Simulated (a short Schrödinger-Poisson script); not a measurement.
System: symmetric double-gate stack, SiO2 on p-type Si(100), at 300 K.

```
layer  material  thickness (nm)  Na (cm⁻³)
-----  --------  --------------  ---------
1          SiO2             1.4          -
2            Si               4       5e16
3          SiO2             1.4          -
```

The device is made up for the run: typed textbook-type constants, with dimensions and the other settings drawn at random. SiO2: permittivity 3.9, conduction-band edge (eV) 3.15, gap (eV) 9, electron mass (mₑ) 0.5. Si: permittivity 11.7, conduction-band edge (eV) 0, gap (eV) 1.124, Nv at 300 K (cm⁻³) 3.1e19.

Channel valleys (confinement mass, in-plane density-of-states mass, number): Δ2 0.916, 0.19, 2; Δ4 0.19, 0.417, 4. At the gates, both at one voltage, the conduction-band edge of layer 1 lies 3.5 eV − eVg above the Fermi level of the channel. Gaps are held at their typed values at every temperature. Mesh 0.03 nm at interfaces.

Solved with a short Schrödinger-Poisson script written for these runs: 1D Poisson equation in equilibrium, electrons quantum, Hartree (BenDaniel-Duke, 12 states a valley, the channel's in-plane mass for all, wave functions free to enter the dielectric), parabolic valleys, classical holes, full ionisation, no traps, pinning or gate leakage.

Only gate voltages with over 1e8 electrons/cm² are shown.

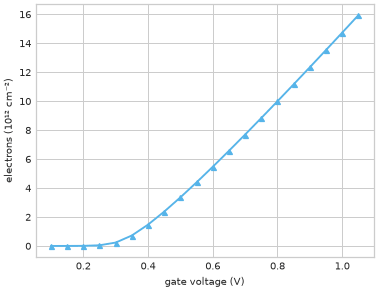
Fig. 1. Sheet density against gate voltage

| Vg (V) | electrons (cm⁻²) | C (μF/cm²) | Δ2 E0 (meV) | Δ2 E1 (meV) | Δ4 E0 (meV) | Δ4 E1 (meV) |
|---|---|---|---|---|---|---|
| 0.1 | 1.48e8 | < 0.003 | 274.4 | 345.1 | 336.4 | 596.3 |
| 0.15 | 1.02e9 | 0.00643 | 224.4 | 295.2 | 286.5 | 546.3 |
| 0.2 | 6.98e9 | 0.0436 | 174.7 | 245.4 | 236.7 | 496.6 |
| 0.25 | 4.54e10 | 0.266 | 126.3 | 196.9 | 188.3 | 448.0 |
| 0.3 | 2.31e11 | 1.05 | 83.9 | 154.2 | 145.8 | 405.1 |
| 0.35 | 7.20e11 | 2.06 | 53.9 | 123.3 | 115.6 | 373.8 |
| 0.4 | 1.47e12 | 2.69 | 34.6 | 102.5 | 95.9 | 352.3 |
| 0.45 | 2.37e12 | 3.04 | 21.2 | 87.5 | 82.2 | 336.5 |
| 0.5 | 3.35e12 | 3.25 | 11.2 | 75.7 | 71.8 | 323.9 |
| 0.55 | 4.39e12 | 3.39 | 3.2 | 66.0 | 63.4 | 313.3 |
| 0.6 | 5.47e12 | 3.50 | -3.4 | 57.5 | 56.5 | 304.0 |
| 0.65 | 6.57e12 | 3.57 | -9.0 | 50.1 | 50.5 | 295.7 |
| 0.7 | 7.69e12 | 3.63 | -13.9 | 43.4 | 45.3 | 288.2 |
| 0.75 | 8.84e12 | 3.69 | -18.3 | 37.2 | 40.6 | 281.3 |
| 0.8 | 9.99e12 | 3.73 | -22.3 | 31.6 | 36.4 | 274.9 |
| 0.85 | 1.12e13 | 3.77 | -25.9 | 26.3 | 32.6 | 268.8 |
| 0.9 | 1.23e13 | 3.80 | -29.2 | 21.4 | 29.1 | 263.2 |
| 0.95 | 1.35e13 | 3.83 | -32.2 | 16.8 | 25.9 | 257.8 |
| 1 | 1.47e13 | 3.86 | -35.1 | 12.3 | 22.9 | 252.7 |
| 1.05 | 1.59e13 | 3.88 | -37.8 | 8.1 | 20.1 | 247.8 |

Subbands count from the Fermi level. The capacitance is that of both gates.
